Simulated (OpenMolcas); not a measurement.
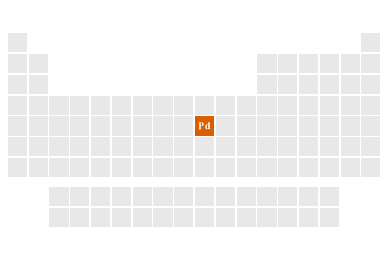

*The place of palladium in the periodic table.*

Run report: Pd⁺, multiconfigurational calculation

Pd⁺. Level asked for: state-averaged CASSCF, active space 9 electrons in the shells 4d 5s, basis ANO-R3, X2C scalar Hamiltonian, spin-orbit coupling by RASSI with atomic mean-field integrals (OpenMolcas).

Input file:
```
&GATEWAY
Coord
1

Pd 0.0 0.0 0.0
Basis=ANO-R3
Group=XYZ
NoMove
AngMom=0.0 0.0 0.0
AMFI
&SEWARD
&RASSCF
FileOrb=start.orb
Symmetry=1
Spin=4
nActEl=10 0 0
Inactive=9 9
Ras2=6 0
CIRoot=20 20 1
SDav=20
CIMx=300
Iter=74 100
PrWF=0.3
OrbListing=Nothing
MaxOrb=0
Atom
CIOnly
>>> COPY $Project.JobIph JOB001
```

The file start.orb holds starting orbitals from an earlier step.

Hardware: 1 CPU thread, shared host.

Run as:
```bash
OMP_NUM_THREADS=1 MOLCAS_MEM=2252 MOLCAS_PROJECT=a pymolcas a.inp > a.log  # once for each step of the input, in one work folder
```

Log (extracts):
```
--- SEWARD ---
Basis set label: PD.ANO-R...8S6P5D3F2G1H.

      Electronic valence basis set:
      ------------------
      Associated Effective Charge  46.000000 au
      Associated Actual Charge     46.000000 au
      Nuclear Model: Finite nucleus - Gaussian distribution
        Gaussian exponent, Xi/bohr**(-2):  2.05009E+08

      Shell  nPrim  nBasis  Cartesian Spherical Contaminant
         s      22       8        X
         p      16       6        X
         d      12       5                 X
         f       6       3                 X
         g       5       2                 X
         h       3       1                 X
                  Relativistic X2C integrals
                  Atomic mean-field integrals
--- RASSCF ---

 Nr of active orbitals     NAC=   6
 Spin degeneracy         ISPIN=   4
 There can be no such wave function.
 ************************************************
--- Stop Module: rasscf at  /rc=_RC_INPUT_ERROR_ ---
.####################.
.# User input error #.
.####################.
```

What the run reported:

- outcome: refused by the program

What went wrong:

The input is odd on purpose: wrong electron count. The program refused the input; the driver noted: RASSCF spin 4: _RC_INPUT_ERROR_.
